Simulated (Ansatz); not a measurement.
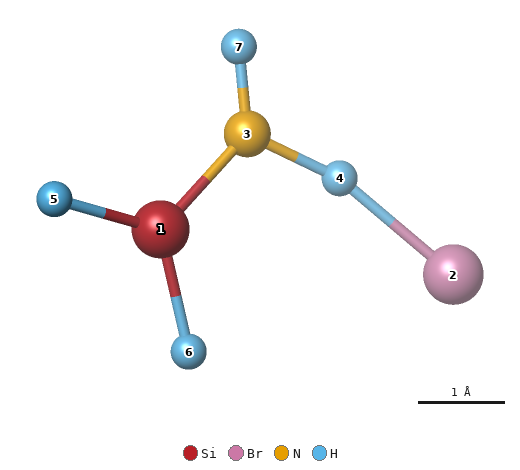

*The structure as given in the input (ball-and-stick view, seen at a tilt; atoms are numbered from 1 in the order of the input).*

Bond lengths as drawn: Br–H 1.74 Å, H–N 1.02 to 1.24 Å, H–Si 1.47 to 1.48 Å and N–Si 1.63 Å.

SiNH4Br: phonon calculation

The run: phonon calculation of SiNH4Br. Method and program: RKS r2SCAN/def2-SVP (Ansatz 0.2.0).

It belongs to a series of runs on one base structure; here: vibrations at the highest image of the band. Figures and captions count atoms from 1; the log counts them from 0 in places.

## The input
```yaml
crystal:
  periodic: [false, false, false]
  atoms:
    - { symbol: Si, position_ang: [-0.309866, 0.453564, 0.904414] }
    - { symbol: Br, position_ang: [1.239286, -2.185334, -1.057221] }
    - { symbol: "N", position_ang: [-0.207198, 0.363926, -0.715808] }
    - { symbol: H, position_ang: [0.341536, -0.69081, -1.067096] }
    - { symbol: H, position_ang: [-0.654852, 1.702726, 1.628312] }
    - { symbol: H, position_ang: [-0.053007, -0.76657, 1.68747] }
    - { symbol: H, position_ang: [-0.356, 1.122496, -1.379971] }
basis:
  gaussian: { orbitals: def2-SVP }
hamiltonian:
  xc: r2scan
phonons: {}
```

Hardware: 2 threads of Arm Neoverse V1, 24 GiB of memory available, shared host.

Command:
```bash
ansatz run input.yaml --threads 2 --pin off --max-ram 3072MiB --backend cpu --events-out ev --progress --plain --runs-dir out
```

## What the program printed
```
Engine: ansatz 0.2.0, aarch64-unknown-linux-gnu
Functional definition: r2SCAN
  parameter k0 = 0.174
  parameter k1 = 0.065
  parameter a1 = 4.9479
  exchange = r2scan_x(k0 = k0, k1 = k1, a1 = a1)
  correlation = r2scan_c
945 factors; their error is unknown
mean field evaluation 1: about -79457.0734 eV, gradient 5.7e1 eV
mean field evaluation 2: about -79417.2265 eV, gradient 1.2e2 eV
mean field evaluation 4: about -79464.1649 eV, gradient 8.4e0 eV
mean field evaluation 8: about -79464.3429 eV, gradient 1.2e-1 eV
mean field evaluation 16: about -79464.2477 eV, gradient 1.4e-4 eV
mean field -79464.24767491 eV, -2920.2572392515 hartree, gradient 3.0e-5 eV, S^2 0.000000; 0 other end points of the search recorded, 0 dependent functions left out
the calculation of the forces begins
reference -79464.24768332 eV, -2920.2572395605 hartree; 30, 30 occupied and 54, 54 virtual orbitals, 945 factors
these checks for a lower state are left out or cut short: stability, starts, cluster_reference, orbital_swaps, neighbouring_geometries, increment
945 factors; their error is unknown
mean field -79464.24766642 eV, -2920.2572389394 hartree, gradient 9.1e-7 eV, S^2 0.000000; 0 other end points of the search recorded, 0 dependent functions left out
[... from here on the field's lines of each further geometry are left out, up to the last ...]
the calculation of the forces begins
reference -79464.24761281 eV, -2920.2572369691 hartree; 30, 30 occupied and 54, 54 virtual orbitals, 945 factors
these checks for a lower state are left out or cut short: stability, starts, cluster_reference, orbital_swaps, neighbouring_geometries, increment
945 factors; their error is unknown
mean field -79464.24761269 eV, -2920.2572369647 hartree, gradient 1.5e-6 eV, S^2 0.000000; 0 other end points of the search recorded, 0 dependent functions left out
the calculation of the forces begins
reference -79464.24762110 eV, -2920.2572372738 hartree; 30, 30 occupied and 54, 54 virtual orbitals, 945 factors
WARN: phonons: modes at or below zero, which the zero-point energy, F, S and C_V leave out: 1, the lowest at -99.30 cm⁻¹. A minimum has none, and a first-order saddle one
Total energy: -79464.24768332 eV, -2920.2572395605 hartree
Atom 0 at    -0.309866     0.453564     0.904414 Å, force     0.004733    -0.008960    -0.001599 eV/Å
Atom 1 at     1.239286    -2.185334    -1.057221 Å, force    -0.002566    -0.005375     0.003526 eV/Å
Atom 2 at    -0.207198     0.363926    -0.715808 Å, force     0.001832     0.014089    -0.004012 eV/Å
Atom 3 at     0.341536    -0.690810    -1.067096 Å, force    -0.002239     0.003179     0.005172 eV/Å
Atom 4 at    -0.654852     1.702726     1.628312 Å, force    -0.005600    -0.001547     0.001458 eV/Å
Atom 5 at    -0.053007    -0.766570     1.687470 Å, force     0.004429     0.001940    -0.002926 eV/Å
Atom 6 at    -0.356000     1.122496    -1.379971 Å, force    -0.000589    -0.003327    -0.001618 eV/Å
Dipole moment:    -0.757566     1.415154     0.801719 e Å
Vibrations: -99.30 86.56 371.98 496.93 584.57 670.01 688.88 848.76 929.24 955.33 1106.17 1385.16 2263.78 2354.74 3598.50 cm⁻¹, zero-point energy 1.012990 eV
```

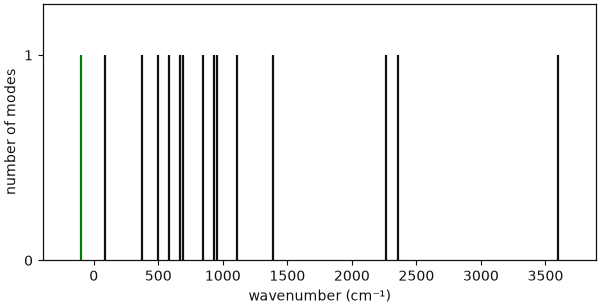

*Harmonic vibrational wavenumbers from the force constants; neighbouring modes closer than 17 cm⁻¹ are counted in one stick, and imaginary ones are drawn at negative wavenumbers.*

15 modes from 99i to 3598 cm⁻¹, 1 imaginary beyond 8i (99i cm⁻¹): not a clean minimum; so soft a mode can be a shallow saddle, an incomplete relaxation or noise of the force constants.

## Summary

```json
{"quantity": "outcome", "value": "converged"}
{"quantity": "total energy", "value": "−79464.2477 eV"}
{"quantity": "mean-field energy", "value": "−79464.2477 eV"}
{"quantity": "largest force (length of the vector)", "value": "0.015 eV/Å"}
{"quantity": "wall time", "value": "53 s (CPU time 1.7 min)"}
{"quantity": "peak memory", "value": "0.13 GiB"}
```
